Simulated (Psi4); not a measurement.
# Single-point calculation, with input and output: C2H2F4 (charge +1)

The run: single-point calculation of C2H2F4, charge +1, multiplicity 2. Method and program: B2PLYP/cc-pVDZ, UKS (Psi4 1.11).

The geometry is that of the parent species in another charge or spin state. The geometry comes from this level: PBE0-D4/def2-TZVP.

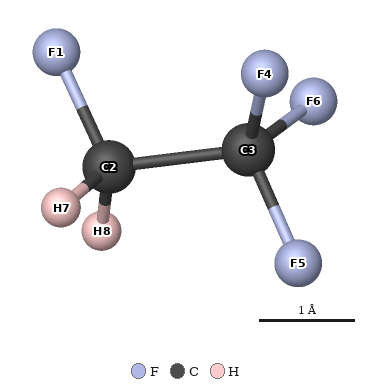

Fig. 1: The structure as given in the input (ball-and-stick view, seen at a tilt; atoms are numbered from 1 in the order of the input).

## The input (c2h2f4.inp)
```
memory 1.6 GB

molecule {
  1 2
  F     -0.224600    -1.506500     0.915200
  C     -0.211200    -0.737800    -0.211700
  C      0.211200     0.674300     0.135500
  F      1.434400     0.711300     0.662400
  F      0.217100     1.411800    -0.982100
  F     -0.624600     1.243600     1.002900
  H      0.502000    -1.148600    -0.930100
  H     -1.212300    -0.705100    -0.647900
  symmetry c1
  no_reorient
  no_com
}

set globals {
  basis                cc-pVDZ
  reference            uks
  puream               true
  e_convergence        1e-09
  d_convergence        1e-08
  scf_type             pk
  dft_radial_points    99
  dft_spherical_points 590
  num_frozen_docc      6
  maxiter              200
}

energy('b2plyp')
print_variables()
```

Machine: 1 thread of Intel Xeon @ 2.50GHz (Skylake/Cascade Lake), 189 GiB of memory available, shared host.

Command:
```bash
psi4 c2h2f4.inp c2h2f4.out -n 1
```

## Log
```
Psi4 1.11 release

   => Loading Basis Set <=

    Name: CC-PVDZ
    Role: ORBITAL
    Keyword: BASIS

         ---------------------------------------------------------
                                   SCF
                              UKS Reference
                        1 Threads,   1525 MiB Core
         ---------------------------------------------------------

  ==> Geometry <==

    Molecular point group: c1
    Full point group: C1

    Geometry (in Angstrom), charge = 1, multiplicity = 2:

       Center              X                  Y                   Z               Mass
    ------------   -----------------  -----------------  -----------------  -----------------
         F           -0.224600000000    -1.506500000000     0.915200000000    18.998403162730
         C           -0.211200000000    -0.737800000000    -0.211700000000    12.000000000000
         C            0.211200000000     0.674300000000     0.135500000000    12.000000000000
         F            1.434400000000     0.711300000000     0.662400000000    18.998403162730
         F            0.217100000000     1.411800000000    -0.982100000000    18.998403162730
         F           -0.624600000000     1.243600000000     1.002900000000    18.998403162730
         H            0.502000000000    -1.148600000000    -0.930100000000     1.007825032230
         H           -1.212300000000    -0.705100000000    -0.647900000000     1.007825032230

  Running in c1 symmetry.

  Rotational constants: A =      0.15747  B =      0.08999  C =      0.08304 [cm^-1]
  Rotational constants: A =   4720.92623  B =   2697.79348  C =   2489.48244 [MHz]
  Nuclear repulsion =  273.039960987056872

  Charge       = 1
  Multiplicity = 2
  Electrons    = 49
  Nalpha       = 25
  Nbeta        = 24

  ==> Algorithm <==

  SCF Algorithm Type is PK.
  DIIS enabled.
  MOM disabled.
  Fractional occupation disabled.
  Guess Type is SAD.
  Energy threshold   = 1.00e-09
  Density threshold  = 1.00e-08
  Integral threshold = 1.00e-12

  ==> Primary Basis <==

  Basis Set: CC-PVDZ
    Blend: CC-PVDZ
    Number of shells: 42
    Number of basis functions: 94
    Number of Cartesian functions: 100
    Spherical Harmonics?: true
    Max angular momentum: 2

  ==> DFT Potential <==

   => LibXC <=

    Version 7.1.2

   => Composite Functional: B2PLYP <=

    B2PLYP Double Hybrid Exchange-Correlation Functional

    Deriv               =              1
    GGA                 =           TRUE
    Meta                =          FALSE

    Exchange Hybrid     =           TRUE
    MP2 Hybrid          =           TRUE

   => Exchange Functionals <=

    0.4700     XC_GGA_X_B88

   => Exact (HF) Exchange <=

    0.5300               HF

   => Correlation Functionals <=

    0.7300     XC_GGA_C_LYP

   => MP2 Correlation <=

    0.2700       MP2

   => LibXC Density Thresholds  <==

    XC_GGA_C_LYP:  1.00E-14
    XC_GGA_X_B88:  1.00E-15

   => Molecular Quadrature <=

    Radial Scheme          =       TREUTLER
    Pruning Scheme         =           NONE
    Nuclear Scheme         =       TREUTLER

    Blocking Scheme        =         OCTREE
    BS radius alpha        =              1
    Pruning alpha          =              1
    Radial Points          =             99
    Spherical Points       =            590
    Total Points           =         443233
    Total Blocks           =           3159
    Max Points             =            256
    Max Functions          =             94
    Weights Tolerance      =       1.00E-15

  ==> Integral Setup <==

  Using in-core PK algorithm.
   Calculation information:
      Number of atoms:                   8
      Number of AO shells:              42
      Number of primitives:            142
      Number of atomic orbitals:       100
      Number of basis functions:        94

      Integral cutoff                 1.00e-12
      Number of threads:                 1

  Performing in-core PK
  Using 19940690 doubles for integral storage.
  We computed 383523 shell quartets total.
  Whereas there are 408156 unique shell quartets.

  ==> DiskJK: Disk-Based J/K Matrices <==

    J tasked:                  Yes
    K tasked:                  Yes
    wK tasked:                  No
    Memory [MiB]:              595
    Schwarz Cutoff:          1E-12

  Cached 50.0% of DFT collocation blocks in 0.479 [GiB].

  Minimum eigenvalue in the overlap matrix is 4.6771615673E-03.
  Reciprocal condition number of the overlap matrix is 9.9832847013E-04.
    Using symmetric orthogonalization.

  ==> Pre-Iterations <==

  SCF Guess: Superposition of Atomic Densities via on-the-fly atomic UHF (no occupation information).

   -------------------------
    Irrep   Nso     Nmo
   -------------------------
     A         94      94
   -------------------------
    Total      94      94
   -------------------------

  ==> Iterations <==

                        Total Energy        Delta E     RMS |[F,P]|

   @UKS iter SAD:  -475.65409988795238   -4.75654e+02   0.00000e+00
   @UKS iter   1:  -475.52698002133155    1.27120e-01   5.31027e-03 ADIIS/DIIS
   @UKS iter   2:  -475.52475445158353    2.22557e-03   5.80436e-03 ADIIS/DIIS
   @UKS iter   3:  -475.62357848929992   -9.88240e-02   6.07797e-04 ADIIS/DIIS
   @UKS iter   4:  -475.62484263419532   -1.26414e-03   2.14869e-04 ADIIS/DIIS
   @UKS iter   5:  -475.62508954846919   -2.46914e-04   9.05049e-05 DIIS
   @UKS iter   6:  -475.62517003964194   -8.04912e-05   9.46156e-05 DIIS
   @UKS iter   7:  -475.62521835568873   -4.83160e-05   5.07524e-05 DIIS
   @UKS iter   8:  -475.62526756556213   -4.92099e-05   3.19410e-05 DIIS
   @UKS iter   9:  -475.62528656150448   -1.89959e-05   1.26739e-05 DIIS
   @UKS iter  10:  -475.62528900390640   -2.44240e-06   4.96956e-06 DIIS
   @UKS iter  11:  -475.62528938056010   -3.76654e-07   2.23204e-06 DIIS
   @UKS iter  12:  -475.62528945333236   -7.27723e-08   8.99550e-07 DIIS
   @UKS iter  13:  -475.62528947291315   -1.95808e-08   2.73402e-07 DIIS
   @UKS iter  14:  -475.62528947517023   -2.25708e-09   1.48803e-07 DIIS
   @UKS iter  15:  -475.62528947550260   -3.32363e-10   9.46537e-08 DIIS
   @UKS iter  16:  -475.62528947562998   -1.27386e-10   4.12153e-08 DIIS
   @UKS iter  17:  -475.62528947566364   -3.36513e-11   1.94771e-08 DIIS
   @UKS iter  18:  -475.62528947567313   -9.49285e-12   1.19641e-08 DIIS
   @UKS iter  19:  -475.62528947567995   -6.82121e-12   7.69185e-09 DIIS
  Energy and wave function converged.

  ==> Post-Iterations <==

   Electrons on quadrature grid:
      Nalpha   =   24.9999999509 ; deviation = -4.911e-08
      Nbeta    =   23.9999999516 ; deviation = -4.840e-08
      Ntotal   =   48.9999999025 ; deviation = -9.750e-08

   @Spin Contamination Metric:   8.237801706E-03
   @S^2 Expected:                7.500000000E-01
   @S^2 Observed:                7.582378017E-01
   @S   Expected:                5.000000000E-01
   @S   Observed:                5.000000000E-01

    Orbital Energies [Eh]
    ---------------------

    Alpha Occupied:

       1A    -25.764640     2A    -25.687498     3A    -25.685295
       4A    -25.685282     5A    -11.196783     6A    -11.061401
       7A     -1.774472     8A     -1.752222     9A     -1.674888
      10A     -1.674445    11A     -1.232242    12A     -1.063455
      13A     -0.987191    14A     -0.975380    15A     -0.972598
      16A     -0.928638    17A     -0.920775    18A     -0.872576
      19A     -0.834694    20A     -0.833915    21A     -0.795389
      22A     -0.790587    23A     -0.769455    24A     -0.765005
      25A     -0.762052

    Alpha Virtual:

      26A     -0.152481    27A     -0.105053    28A     -0.092781
      29A     -0.009999    30A     -0.007320    31A      0.032834
      32A      0.047593    33A      0.231908    34A      0.262864
      35A      0.268421    36A      0.294511    37A      0.327068
      38A      0.371280    39A      0.411194    40A      0.425060
      41A      0.556934    42A      0.725977    43A      0.738124
      44A      0.813309    45A      0.908247    46A      0.908742
      47A      0.940026    48A      1.049029    49A      1.066730
      50A      1.086797    51A      1.093817    52A      1.101815
      53A      1.110568    54A      1.196875    55A      1.206094
      56A      1.206838    57A      1.260104    58A      1.294008
      59A      1.428368    60A      1.430851    61A      1.460526
      62A      1.521117    63A      1.554285    64A      1.580079
      65A      1.605840    66A      1.742173    67A      1.816642
      68A      1.912490    69A      2.112774    70A      2.199477
      71A      2.261423    72A      2.280692    73A      2.312867
      74A      2.549552    75A      3.381297    76A      3.389670
      77A      3.394325    78A      3.429318    79A      3.430200
      80A      3.431232    81A      3.435223    82A      3.436173
      83A      3.468133    84A      3.523973    85A      3.545471
      86A      3.627737    87A      3.674818    88A      3.768037
      89A      3.842630    90A      3.932648    91A      3.952188
      92A      3.988982    93A      4.013111    94A      4.019766

    Beta Occupied:

       1A    -25.747981     2A    -25.683267     3A    -25.680932
       4A    -25.680922     5A    -11.192598     6A    -11.057776
       7A     -1.761595     8A     -1.711090     9A     -1.663137
      10A     -1.662556    11A     -1.187459    12A     -1.048080
      13A     -0.961033    14A     -0.960889    15A     -0.948317
      16A     -0.910310    17A     -0.888917    18A     -0.815179
      19A     -0.813128    20A     -0.783765    21A     -0.779408
      22A     -0.767386    23A     -0.765293    24A     -0.747862

    Beta Virtual:

      25A     -0.533669    26A     -0.140098    27A     -0.097300
      28A     -0.083271    29A      0.000257    30A      0.017881
      31A      0.042488    32A      0.053232    33A      0.248835
      34A      0.266821    35A      0.271887    36A      0.308025
      37A      0.334140    38A      0.377201    39A      0.425784
      40A      0.427986    41A      0.567583    42A      0.734537
      43A      0.756634    44A      0.820709    45A      0.910333
      46A      0.910498    47A      0.944970    48A      1.060596
      49A      1.072337    50A      1.096630    51A      1.100834
      52A      1.111037    53A      1.135006    54A      1.208250
      55A      1.212932    56A      1.218714    57A      1.265053
      58A      1.299187    59A      1.432785    60A      1.441110
      61A      1.467866    62A      1.540215    63A      1.565675
      64A      1.588029    65A      1.611781    66A      1.750767
      67A      1.820967    68A      1.920856    69A      2.122681
      70A      2.204319    71A      2.268575    72A      2.285364
      73A      2.323383    74A      2.554813    75A      3.396476
      76A      3.423380    77A      3.431739    78A      3.435298
      79A      3.438661    80A      3.438706    81A      3.444872
      82A      3.445092    83A      3.483549    84A      3.542327
      85A      3.557105    86A      3.660300    87A      3.681995
      88A      3.774620    89A      3.860083    90A      3.942594
      91A      3.959109    92A      3.999075    93A      4.020844
      94A      4.026470

    Final Occupation by Irrep:
              A
    DOCC [    24 ]
    SOCC [     1 ]
    NA   [    25 ]
    NB   [    24 ]

  @UKS Final Energy:  -475.62528947567995

   => Energetics <=

    Nuclear Repulsion Energy =            273.0399609870568725
    One-Electron Energy =               -1189.4059144212947103
    Two-Electron Energy =                 466.1229360919116971
    DFT Exchange-Correlation Energy =     -25.3822721333538546
    Empirical Dispersion Energy =           0.0000000000000000
    VV10 Nonlocal Energy =                  0.0000000000000000
    Total Energy =                       -475.6252894756799492

  UHF NO Occupations:
  HONO-2 :   23  A 1.9995486
  HONO-1 :   24  A 1.9975467
  HONO-0 :   25  A 1.0000000
  LUNO+0 :   26  A 0.0024533
  LUNO+1 :   27  A 0.0004514
  LUNO+2 :   28  A 0.0003931
  LUNO+3 :   29  A 0.0003825

Computation Completed

Properties will be evaluated at   0.000000,   0.000000,   0.000000 [a0]

Properties computed using the SCF density matrix

 Multipole Moments:

 ------------------------------------------------------------------------------------
     Multipole            Electronic (a.u.)      Nuclear  (a.u.)        Total (a.u.)
 ------------------------------------------------------------------------------------

 L = 1.  Multiply by 2.5417464519 to convert [e a0] to [Debye]
 Dipole X            :        -12.5619585           12.3028730           -0.2590855
 Dipole Y            :        -28.2379947           27.4144459           -0.8235488
 Dipole Z            :        -23.7841882           23.3388735           -0.4453146
 Magnitude           :                                                    0.9714232

 ------------------------------------------------------------------------------------

	total time  =        101 seconds =       1.68 minutes

   => Loading Basis Set <=

    Name: (CC-PVDZ AUX)
    Role: RIFIT
    Keyword: DF_BASIS_MP2

	 --------------------------------------------------------
	                          DF-MP2
	      2nd-Order Density-Fitted Moller-Plesset Theory
	              UMP2 Wavefunction,   1 Threads

	 --------------------------------------------------------

	 --------------------------------------------------------
	                 NBF =    94, NAUX =   364
	 --------------------------------------------------------
	   CLASS    FOCC     OCC    AOCC    AVIR     VIR    FVIR
	   ALPHA       6      25      19      69      69       0
	    BETA       6      24      18      70      70       0
	 --------------------------------------------------------

	-----------------------------------------------------------
	 ==================> DF-MP2 Energies <====================
	-----------------------------------------------------------
	 Reference Energy          =    -475.6252894756799492 [Eh]
	 Singles Energy            =      -0.0000000000000000 [Eh]
	 Same-Spin Energy          =      -0.3486977699303566 [Eh]
	 Opposite-Spin Energy      =      -0.9016518480234533 [Eh]
	 Correlation Energy        =      -1.2503496179538098 [Eh]
	 Total Energy              =    -476.8756390936337652 [Eh]
	-----------------------------------------------------------
	 ================> DF-SCS-MP2 Energies <==================
	-----------------------------------------------------------
	 SCS Same-Spin Scale       =       0.3333333333333333 [-]
	 SCS Opposite-Spin Scale   =       1.2000000000000000 [-]
	 SCS Same-Spin Energy      =      -0.1162325899767855 [Eh]
	 SCS Opposite-Spin Energy  =      -1.0819822176281439 [Eh]
	 SCS Correlation Energy    =      -1.1982148076049295 [Eh]
	 SCS Total Energy          =    -476.8235042832848762 [Eh]
	-----------------------------------------------------------

    B2PLYP Energy Summary
    ---------------------
    DFT Reference Energy                  =  -475.6252894756799492
    Scaled MP2 Correlation                =    -0.3375943968475287
    @Final double-hybrid DFT total energy =  -475.9628838725274704

	total time  =          1 seconds =       0.02 minutes

  Variable Map:
  ----------------------------------------------------------------------------
  "B2PLYP DOUBLE-HYBRID CORRECTION ENERGY" =>      -0.337594396848
  "B2PLYP TOTAL ENERGY"                    =>    -475.962883872527
  "CURRENT ENERGY"                         =>    -475.962883872527
  "CURRENT REFERENCE ENERGY"               =>    -475.625289475680
  "DD SOLVATION ENERGY"                    =>       0.000000000000
  "DFT FUNCTIONAL TOTAL ENERGY"            =>    -475.625289475680
  "DFT TOTAL ENERGY"                       =>    -475.962883872527
  "DFT VV10 ENERGY"                        =>       0.000000000000
  "DFT XC ENERGY"                          =>     -25.382272133354
  "DOUBLE-HYBRID CORRECTION ENERGY"        =>      -0.337594396848
  "GRID ELECTRONS ALPHA"                   =>      24.999999950894
  "GRID ELECTRONS BETA"                    =>      23.999999951603
  "GRID ELECTRONS TOTAL"                   =>      48.999999902497
  "NUCLEAR REPULSION ENERGY"               =>     273.039960987057
  "ONE-ELECTRON ENERGY"                    =>   -1189.405914421295
  "PCM POLARIZATION ENERGY"                =>       0.000000000000
  "PE ENERGY"                              =>       0.000000000000
  "SCF ITERATION ENERGY"                   =>    -475.625289475680
  "SCF ITERATIONS"                         =>      19.000000000000
  "SCF TOTAL ENERGY"                       =>    -475.625289475680
  "TWO-ELECTRON ENERGY"                    =>     466.122936091912
  "XC GRID RADIAL POINTS"                  =>      99.000000000000
  "XC GRID SPHERICAL POINTS"               =>     590.000000000000
  "XC GRID TOTAL POINTS"                   =>  443233.000000000000

  Array Variable Map:
  ----------------------------------------------------------------------------
  "CURRENT DIPOLE"                         =>      -0.259085520825 ... -0.445314628148 1 by 3
  "SCF DIPOLE"                             =>      -0.259085520825 ... -0.445314628148 1 by 3
  "SCF TOTAL ENERGIES"                     =>    -475.654099887952 ... -475.625289475680 1 by 20

    Psi4 run time: 0:01:41.99
```

## Key numbers

- outcome: converged
- total energy: −475.962884 hartree
- SCF energy: −475.625289 hartree
- basis functions: 94
- ⟨S²⟩: 0.758
- wall time: 1.7 min
- peak memory: 0.89 GiB
